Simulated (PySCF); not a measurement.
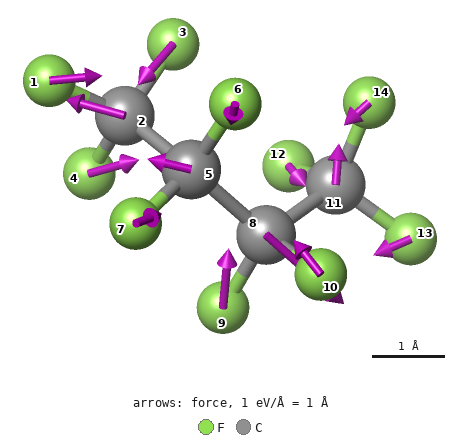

Starting geometry of C₄F₁₀ with the computed forces as purple arrows. Style: ball-and-stick. Shown from a free direction.

The start comes from GFN2-xTB. Its atoms were then displaced at random by about 0.01 Å.

Computed with PBE0-D3(BJ)/def2-SVP geometry optimisation, gas phase in PySCF 2.14.0, density-fitted response routines. 

Question: Is this structure relaxed? If not, where do the atoms go?

Answer: It isn't relaxed: the largest force vector, on C8, is 1.55 eV/Å. The final displacements follow the starting forces only in part (cosine between the two patterns 0.35). Over 7 geometry steps the energy falls by 0.132 eV. F10 moves most after the best rigid fit: 0.11 Å. Largest moves by element: F 0.11 Å, C 0.05 Å. Some distances before and after: C8–C11 1.579 → 1.546 Å, C2–C5 1.565 → 1.547 Å, C11–F14 1.335 → 1.324 Å, C11–F12 1.335 → 1.326 Å. Among the angles between lasting bonds that change: C2–C5–C8 114.1° → 117.6°, F1–C2–F4 105.7° → 109.1°, C8–C11–F13 111.6° → 108.7°. The run took 110 s on 2 threads of Intel(R) Xeon(R) Platinum 8488C, with other jobs on the host.
